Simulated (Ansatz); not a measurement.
# Lattice dynamics of Al2Pt (Fm-3m)

Aim: the phonons of Al2Pt (Fm-3m) at a cell relaxed beforehand at this level. After the zone centre comes a 4×4×4 q mesh on a 12×12×12 k mesh.

Calculated with Ansatz 0.2.0; DFT PBEsol, scalar-relativistic, plane waves, PAW; PAW set soft_1.

The database entry behind the starting cell differs from later determinations by our own check (0.1 to 0.3 % short, probably kX units), so it need not match the best structure at ambient conditions.

**1. Starting point**

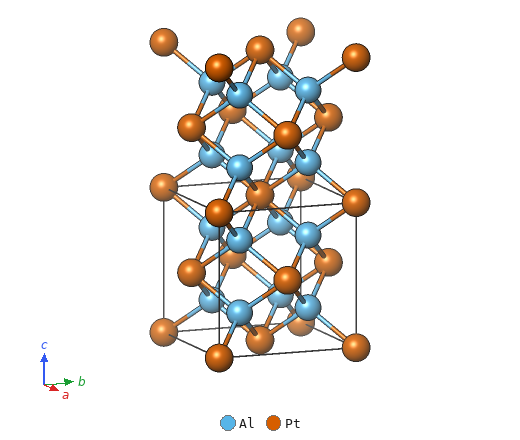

The starting structure, seen slightly off an axis (aluminium blue, platinum orange). 1×1×2 cells are drawn. This picture shows the conventional cell, with its axes. Some periodic images of atoms are drawn too.

**2. Zone-centre response**

The cell comes from relaxations at this level that are not shown. The zone centre comes first: it holds the modes that light can see, as far as symmetry allows. No field response is asked, since the mesh shows no gap.

Contents of input.yaml:

```yaml
crystal:
  lattice:
    - [0.0, 2.9478597694, 2.9478597694]
    - [2.9478597694, 0.0, 2.9478597694]
    - [2.9478597694, 2.9478597694, 0.0]
  atoms:
    - { symbol: Al, position: [0.25, 0.25, 0.25] }
    - { symbol: Al, position: [0.75, 0.75, 0.75] }
    - { symbol: Pt, position: [0.0, 0.0, 0.0] }
kpoints:
  mp_grid: { grid: [12, 12, 12] }
hamiltonian:
  xc: pbesol
  pseudopotentials: { kind: paw, azcp: { folder: soft_1 }, xc_functional: pbe }
scf:
  occupations: { method: methfessel_paxton, width: 0.2 }
output:
  eigenvalues: true
phonons:
  method: dfpt
```

Run with:

```console
$ ansatz run input.yaml --threads 4 --pin off --max-ram 10240MiB --backend cpu --events-out ev --progress --plain --runs-dir out
```

Numbers of over 12 decimals in the logs are rounded to 6 here.

Output:

```text
zone centre: on kpoints.mp_grid the ground state, and the responses unless they are solved on pairs of k-points, stand on 163 of the mesh's 1728 k-points, reduced under 8 symmetry operations, with k and −k counted as one. Each operation leaves every solved displacement unchanged or reverses it
Engine: ansatz 0.2.0, aarch64-unknown-linux-gnu
Pseudopotentials: kind: paw
Pseudopotential: Al, paw, valence charge 3, recommended cutoff 420 eV (normal), soft_1/Al.paw.azcp
Pseudopotential: Pt, paw, valence charge 18, recommended cutoff 420 eV (normal), soft_1/Pt.paw.azcp
Functional definition: PBEsol
  exchange = pbesol_x
  correlation = pbesol_c
Crystal: 3 atoms, lattice volume = 51.233 Å³
Basis set: ecut = 420 eV, 965 PW (Γ), exchange–correlation on 60×60×60 points (8 copies of the dense FFT grid, shifted against one another)
Bands: 16, of which v1, the nominal top of the filled ones, is band 12 counted from 1 (11 counted from 0)
Symmetry: 48 space group operations
k-points: 163 of 1728 (irreducible under 8 space group operations, time reversal used)
Non-local potential: Al, projectors of the file, l = 0: 2, l = 1: 2, l = 2: 1
Non-local potential: Pt, projectors of the file, l = 0: 3, l = 1: 2, l = 2: 2, l = 3: 1
PAW form: soft (Blöchl's): semilocal exchange-correlation on the pseudo side does not see the compensation charge
PAW frozen core: Al, regenerated for the run's functional, and the local potential with it (the file was generated under x = pbe(κ = 0.804, μ = 0.219515), c = pbe(β = 0.066725))
PAW frozen core: Pt, regenerated for the run's functional, and the local potential with it (the file was generated under x = pbe(κ = 0.804, μ = 0.219515), c = pbe(β = 0.066725))
PAW one-centre angular grid: Al, 110 points (default); XC on 64 Gauss nodes
PAW one-centre angular grid: Pt, 590 points (default); XC on 64 Gauss nodes
Initial density: superposition of atomic densities (chi_scale 0.1, normalization cell, long waves kept (reshape's long-wave potential 0.00 eV rms))
Initial wavefunctions: pseudopotential atomic-orbital guess
Functional: x = pbesol(κ = 0.804, μ = 0.123457), c = pbesol(β = 0.046)
SCF iter   1: F=—  HF=-13438.301918 eV  |F-HF|=—  |Δ(HF+E_count)|=         —  Δρ=9.40e-2  dr2=5.48e0  ethr=3.10e-3  ⟨swp⟩=5.3  Hψ=12925  notcnv=0
preconditioner: auto → Kerker (q_TF=auto, 2.404 Å⁻¹)  [metal: Δε(μ)=0.019 eV  Ē_g=7.931 eV  σ=0.200 eV  W_gap=0.08  n_scr=14 (ndim 8)  ℏωp=20.8 eV  f_vac=0.000  D(μ)=1.56/eV (n_scr^D=14)]
SCF iter   2: F=—  HF=-13437.093704 eV  |F-HF|=—  |Δ(HF+E_count)|=    1.21e0  S|Δr|=    0.00e0  Δρ=2.34e-2  dr2=1.60e-1  ethr=3.10e-3  ⟨swp⟩=2.0  Hψ=6329  notcnv=0  defer=28
SCF iter   3: F=—  HF=-13437.094256 eV  |F-HF|=—  |Δ(HF+E_count)|=   5.52e-4  S|Δr|=    0.00e0  Δρ=1.36e-2  dr2=6.87e-2  ethr=6.68e-4  ⟨swp⟩=1.0  Hψ=3765  notcnv=0  defer=28
SCF iter   4: F=—  HF=-13437.085258 eV  |F-HF|=—  |Δ(HF+E_count)|=   9.00e-3  S|Δr|=    0.00e0  Δρ=5.48e-3  dr2=1.12e-2  ethr=2.86e-4  ⟨swp⟩=1.0  Hψ=2575  notcnv=0  defer=28
SCF iter   5: F=—  HF=-13437.083824 eV  |F-HF|=—  |Δ(HF+E_count)|=   1.43e-3  S|Δr|=    0.00e0  Δρ=1.07e-3  dr2=5.22e-4  ethr=4.66e-5  ⟨swp⟩=1.0  Hψ=2575  notcnv=0  defer=28
SCF iter   6: F=—  HF=-13437.083849 eV  |F-HF|=—  |Δ(HF+E_count)|=   2.48e-5  S|Δr|=    0.00e0  Δρ=1.53e-4  dr2=2.29e-5  ethr=2.18e-6  ⟨swp⟩=1.2  Hψ=2917  notcnv=0  defer=28
SCF iter   7: F=—  HF=-13437.083855 eV  |F-HF|=—  |Δ(HF+E_count)|=   6.05e-6  S|Δr|=    0.00e0  Δρ=1.98e-5  dr2=2.32e-7  ethr=9.52e-8  ⟨swp⟩=2.5  Hψ=3868  notcnv=0  defer=28
SCF iter   8: F=—  HF=-13437.083860 eV  |F-HF|=—  |Δ(HF+E_count)|=   4.86e-6  S|Δr|=    0.00e0  Δρ=3.63e-6  dr2=8.48e-9  ethr=9.69e-10  ⟨swp⟩=2.4  Hψ=4415  notcnv=0  defer=28
SCF iter   9: F=—  HF=-13437.083860 eV  |F-HF|=—  |Δ(HF+E_count)|=  9.93e-10  S|Δr|=    0.00e0  Δρ=6.80e-7  dr2=2.57e-10  ethr=3.53e-11  ⟨swp⟩=2.3  Hψ=3799  notcnv=0  defer=28
SCF iter  10: F=-13437.083860 eV  HF=-13437.083860 eV  |F-HF|=7.28e-12  |Δ(HF+E_count)|=  9.82e-11  S|Δr|=    0.00e0  Δρ=1.20e-7  dr2=6.28e-12  ethr=1.00e-12  ⟨swp⟩=4.9  Hψ=13035  notcnv=0
SCF 1 converged in 10 iterations: F = -13437.083860 eV  dr2 = 6.28e-12
  greatest PAW one-centre occupation: 1.000 electrons in one spin orbital (limit 2), on the Pt atom at site 2 (counted from 0), in its partial waves of l = 0
DFPT response loops at Γ: preconditioner auto → Kerker (q_TF=auto, 2.404 Å⁻¹) (partly filled bands, converged f_vac=0.000); β = 1.00, the filter's whole step (`scf.mixing.beta` (0.50) is not read by the response loops under this deck's `scf.mixing.preconditioner`; to damp them name `kerker` or `kerker_dos`, under which they read `scf.mixing.beta`, and type it under 1.00, their step now; both keys bind the ground state too); Broyden in place of MSR1
SCF converged after 10 iterations
Stability not checked: this state was not tested for a lower state beside it, because cold or Methfessel-Paxton smearing, or corrected tetrahedra, fill the levels in a way that the test cannot read (fill_not_monotonic; see scf.lower_state_search)
Free energy (F): -13437.083860 eV
Harris-Foulkes:  -13437.083860 eV  (|F-HF|=7.28e-12)
Internal energy: -13437.083618 eV  (E = F + TS)
E sigma→0 (E₀):  -13437.083800 eV
Entropy (-TS):   -0.000242 eV (-0.081 meV/atom)
Fermi energy:    11.401970 eV
--- Per-component energies (eV) ---
  E_band       = -312.324287
  E_kinetic    = 644.839043
  E_local      = -2658.325718  (includes V_loc(G=0)·N_el)
  E_nonlocal   = 226.088696
  E_hartree    = 1068.084656
  E_xc         = -307.694833
  E_vxc        = -332.108529  (∫ρ·V_xc dr)
  E_paw        = -10260.053275  (= ΣΔE_a)
  E_vpaw       = -328.988348  (= ΣTr[D̂ρ^β])
  E_aug_tail   = 0.001135  (compensation charges beyond the density's cutoff)
  E_ewald      = -2150.348632
  E_core_change = 0.325309  (= ΣΔE_core)
  E_smearing   = -0.000242  (= −TS)
  E_closure    = 0.000000  (closes the sum)
  Σ components = -13437.083860   (vs F -13437.083860, Δ=0.00e0)
--- Band table (eV; the first three rows and the last of 163) ---
  k-point 0: bands = [... 8 lower, 7.6456, 7.6456, 14.4240, 15.1778, 15.1778, 15.1778, 16.8440, 16.8440]
  k-point 1: bands = [... 8 lower, 7.6338, 7.6338, 13.8804, 14.6337, 14.9103, 14.9103, 17.1478, 17.1478]
  k-point 2: bands = [... 8 lower, 7.6142, 7.6142, 12.1464, 14.3324, 14.3324, 14.8954, 17.1225, 17.1797]
  k-point 162: bands = [... 8 lower, 7.5599, 8.0889, 8.5809, 8.5809, 10.4857, 16.6207, 16.6207, 17.5028]
--- Phonons (Γ-DFPT): 2 representative perturbations + reference, on 163 of 1728 k-points (Σ response iterations 6) ---
  k mesh reduced under 8 symmetry operations, with k and −k counted as one. Each operation leaves every solved displacement unchanged or reverses it
  ASR residual: 1.504e-4 → 0.000e0 eV/Å²; symmetrization residual: 3.248e-6 eV/Å²
  ASR residual per site (eV/Å²): 4.51e-5 4.51e-5 1.50e-4
  Γ frequencies (cm⁻¹): 0.00 0.00 0.00 238.34 238.34 238.34 294.43 294.43 294.43
  non-analytic LO–TO correction: not included (Born effective charges unavailable; polar crystals: no LO–TO splitting at Γ)
```

Elapsed: 8.9 s, on 4 threads of Arm Neoverse V2, shared host; peak memory 0.66 GiB.

Reading the cycles: dr2 is the Hartree energy of the density residual (eV), the measure of convergence; HF is the Harris–Foulkes estimate of the energy, which meets the free energy F at convergence.

This step gave:

| Quantity | Value |
| --- | --- |
| volume per atom | 17.08 Å³ |
| gap on the k-mesh | 0 eV |
| sum-rule residual before enforcement | 1.50e-4 eV/Å² |
| point group | m-3m |
| highest optical mode at the zone centre (no LO-TO term) | 294.4 cm⁻¹ |
| lowest optical zone-centre mode | 238.3 cm⁻¹ |

Patterns of degenerate modes are one choice out of their space. Modes at Γ, with each element's share of the kinetic energy:

| mode | frequency (cm⁻¹) | symmetry | Al % | Pt % |
| --- | --- | --- | --- | --- |
| 1 | 0.0 | acoustic | 22 | 78 |
| 2 | 0.0 | acoustic | 22 | 78 |
| 3 | 0.0 | acoustic | 22 | 78 |
| 4 | 238.3 | T1u | 78 | 22 |
| 5 | 238.3 | T1u | 78 | 22 |
| 6 | 238.3 | T1u | 78 | 22 |
| 7 | 294.4 | T2g | 100 | 0 |
| 8 | 294.4 | T2g | 100 | 0 |
| 9 | 294.4 | T2g | 100 | 0 |

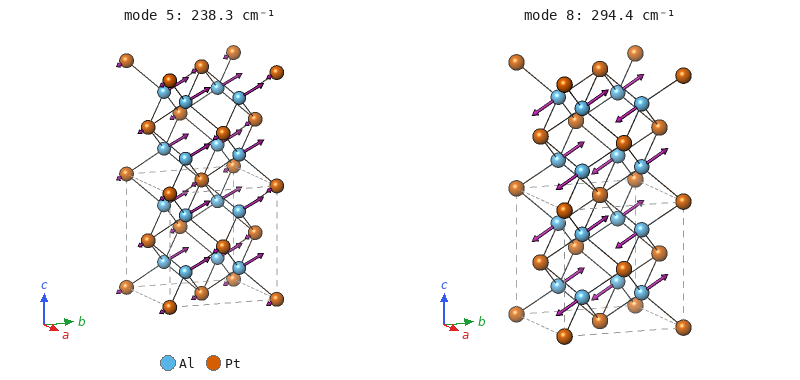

Displacement patterns of modes 5 and 8 at Γ; arrows are exaggerated. 1×1×2 conventional cells are drawn. Some periodic images of atoms are drawn too.

Before it was imposed, the acoustic sum rule was missed by 1.5e-4 eV/Å². Small misses are needed for a sound result but don't prove that mesh and cutoff are converged. The lowest optical mode is real, 238 cm⁻¹.

**3. Phonons on a q mesh**

Stability and thermal properties need the whole zone. Linear response on a 4×4×4 q mesh gives force constants as far as a supercell of that size would.

input.yaml: that of step 2 with these lines changed.

```diff
@@ -20 +20,8 @@
   method: dfpt
+  qmesh: [4, 4, 4]
+  temperatures: { t_max: 1000, t_step: 50 }
+  qpath:
+    path:
+      - [[0.0, 0.0, 0.0], [0.5, 0.0, 0.5], [0.625, 0.25, 0.625]]
+      - [[0.375, 0.375, 0.75], [0.0, 0.0, 0.0], [0.5, 0.5, 0.5], [0.5, 0.25, 0.75], [0.5, 0.0, 0.5]]
+    npoints: 10
```

Output:

```text
Warning: phonons: the dynamical matrix that this run interpolates holds no multipole term above the dipole-dipole one, and a site of this crystal is no centre of inversion, so its interpolated transverse optical and acoustic branches and sound speeds can stay off near Gamma, and the density of states and the thermodynamics with them. What a run solves at a wave vector of phonons.qpoints, Gamma apart, where the deck admits one, is free of this, and under fd what a larger phonons.supercell samples
[...]
Crystal: 3 atoms, lattice volume = 51.233 Å³
Basis set: ecut = 420 eV, 965 PW (Γ), exchange–correlation on 60×60×60 points (8 copies of the dense FFT grid, shifted against one another)
Bands: 16, of which v1, the nominal top of the filled ones, is band 12 counted from 1 (11 counted from 0)
Symmetry: 48 space group operations
k-points: 72 of 1728
[...]
SCF iter   1: F=—  HF=-13438.301941 eV  |F-HF|=—  |Δ(HF+E_count)|=         —  Δρ=9.40e-2  dr2=5.48e0  ethr=3.10e-3  ⟨swp⟩=5.2  Hψ=5682  notcnv=0
[...]
SCF iter  10: F=-13437.083860 eV  HF=-13437.083860 eV  |F-HF|=7.28e-12  |Δ(HF+E_count)|=  1.00e-10  S|Δr|=    0.00e0  Δρ=1.20e-7  dr2=6.33e-12  ethr=1.00e-12  ⟨swp⟩=5.2  Hψ=5834  notcnv=0
SCF 1 converged in 10 iterations: F = -13437.083860 eV  dr2 = 6.33e-12
[...]
iter 1 solved again at ethr=6.52e-8 eV; its pass at ethr=3.10e-3 eV (dr2=1.57e-5 eV) is discarded
SCF iter   1: F=—  HF=-13437.083855 eV  |F-HF|=—  |Δ(HF+E_count)|=         —  Δρ=3.45e-7  dr2=8.42e-11  ethr=6.52e-8  ⟨swp⟩=3.2  Hψ=8941  notcnv=0
eigensolver tolerance schedule: the retry pair's looser diagonalisation over-reported the residual by 186024.38 of it (diagonalisation noise at an unbounded share of the residual, at the tolerance the schedule requests for it); recorded, not acted on — ethr = c·dr2/N_el stays at c = 1.0e-1
[...]
SCF iter   2: F=—  HF=-13437.083860 eV  |F-HF|=—  |Δ(HF+E_count)|=   5.46e-6  S|Δr|=    0.00e0  Δρ=1.98e-7  dr2=2.65e-11  ethr=1.00e-12  ⟨swp⟩=3.8  Hψ=2953  notcnv=0
SCF iter   3: F=-13437.083860 eV  HF=-13437.083860 eV  |F-HF|=1.82e-12  |Δ(HF+E_count)|=  1.82e-12  S|Δr|=    0.00e0  Δρ=1.10e-7  dr2=7.05e-12  ethr=1.00e-12  ⟨swp⟩=3.7  Hψ=3377  notcnv=0
SCF 2 converged in 3 iterations: F = -13437.083860 eV  dr2 = 7.05e-12
phonons: the bands overlap, so this run is a metal and interpolates without the dipole-dipole term. If the crystal is really an insulator or semiconductor, its LO-TO splitting is missing
NSCF: frozen V_eff on 72 k-points
[...]
DFPT response loops at q = (0, 0, 0) (fractional): preconditioner auto → Kerker (q_TF=auto, 2.404 Å⁻¹) (partly filled bands, converged f_vac=0.000); β = 1.00, the filter's whole step (`scf.mixing.beta` (0.50) is not read by the response loops under this deck's `scf.mixing.preconditioner`; to damp them name `kerker` or `kerker_dos`, under which they read `scf.mixing.beta`, and type it under 1.00, their step now; both keys bind the ground state too); Broyden in place of MSR1
[...]
SCF converged after 10 iterations
[...]
Free energy (F): -13437.083860 eV
[...]
Internal energy: -13437.083618 eV  (E = F + TS)
E sigma→0 (E₀):  -13437.083800 eV
Entropy (-TS):   -0.000242 eV (-0.081 meV/atom)
Fermi energy:    11.401970 eV
[...]
--- Band table (eV; the first three rows and the last of 72) ---
  k-point 0: bands = [... 8 lower, 7.6456, 7.6456, 14.4240, 15.1778, 15.1778, 15.1778, 16.8440, 16.8440]
  k-point 1: bands = [... 8 lower, 7.6338, 7.6338, 13.8804, 14.6337, 14.9103, 14.9103, 17.1478, 17.1478]
  k-point 2: bands = [... 8 lower, 7.6142, 7.6142, 12.1464, 14.3324, 14.3324, 14.8954, 17.1225, 17.1797]
  k-point 71: bands = [... 8 lower, 7.5599, 8.0889, 8.5809, 8.5809, 10.4857, 16.6207, 16.6207, 17.5028]
--- Phonons (Γ-DFPT): 2 representative perturbations + reference (Σ response iterations 6) ---
  ASR residual: 1.527e-4 → 0.000e0 eV/Å²; symmetrization residual: 3.104e-6 eV/Å²
  ASR residual per site (eV/Å²): 4.51e-5 4.51e-5 1.53e-4
  Γ frequencies (cm⁻¹): 0.00 0.00 0.00 238.34 238.34 238.34 294.43 294.43 294.43
--- Phonons (arbitrary-q DFPT): 8 irreducible q on the 4×4×4 mesh ---
  q = [0.0000, 0.0000, 0.0000] (star 1, of the zone-centre solve; hermiticity 7.03e-7, symmetrization 3.53e-13): -0.00 -0.00 0.00 238.34 238.34 238.34 294.43 294.43 294.43
  q = [0.0000, 0.0000, 0.2500] (star 8, 2 solved perturbations on 936 of 1728 k-point pairs; hermiticity 4.24e-7, symmetrization 3.54e-13): 47.67 47.67 99.24 246.68 246.68 248.37 287.31 287.31 287.33
[...]
q = [0.0000, 0.2500, 0.2500] (star 6, 4 solved perturbations in 1608 linear systems a pass and spin channel, the states on 510 of 1728 k-point pairs; hermiticity 7.55e-7, symmetrization 4.27e-13): 65.69 65.69 102.61 235.03 235.03 250.96 274.01 305.10 305.10
[...]
sum rule: each row above includes the acoustic sum rule's correction from the zone centre's row sums; it moved no ω² by more than (0.67 cm⁻¹)²
  mesh force constants: q→R imaginary residual 2.95e-18; ASR residual 1.527e-4 → 0.000e0 eV/Å²; symmetrization residual 1.243e-14 eV/Å²
  interpolated dispersion: 62 rows × 9 modes
  density of states and harmonic sums: on the 20×20×20 q-mesh, interpolated from the force constants of a 4×4×4 supercell (no non-analytic term)
  largest difference from the sums on the solved wave vectors: F 1.47e-2 eV, S 1.87e-5 and C_V 4.01e-6 eV/K
  zero-point energy: 0.116871 eV/cell   skipped modes (ω ≤ 0): 3   left out of the sums: 4.17e-5 of the cell's modes: C_V's classical limit lies that fraction below 3 k_B per atom; for a crystal, a wire or a layer, F and S can be off by more, and a phonons.interpolated_qmesh denser along its periods is the remedy for the sampling
```

The job ended after 4.6 min (4 threads; peak memory 3 GiB; 18 min of CPU time).

Numbers from this step:

```
sum-rule residual before enforcement                       : 1.53e-4 eV/Å²
lowest frequency on the path                               : 0 cm⁻¹
highest frequency on the path or at a solved wavevector    : 329.4 cm⁻¹
mean frequency                                             : 209.5 cm⁻¹
Debye temperature (second moment)                          : 423 K
logarithmic mean frequency                                 : 183.1 cm⁻¹
lowest mode on the q mesh (acoustic modes at Γ apart)      : 47.67 cm⁻¹
zero-point energy per atom                                 : 38.96 meV
heat capacity at 300 K                                     : 22.66 J/(mol atoms K)
vibrational entropy at 300 K                               : 29.38 J/(mol atoms K)
edges of the widest gap between branches, on path and mesh : 136.9, 207.7 cm⁻¹
```

[end of part 1 of 2]

[Logs are printed without paths, hosts, clocks, repeated set-up lines and the standing remarks that a program may print on its own settings, such as how far it seeks lower states.]

[Hosts, paths, dates, database ids (printed as entryN), source tags and the programs' standing remarks are cut or masked in the printed files.]
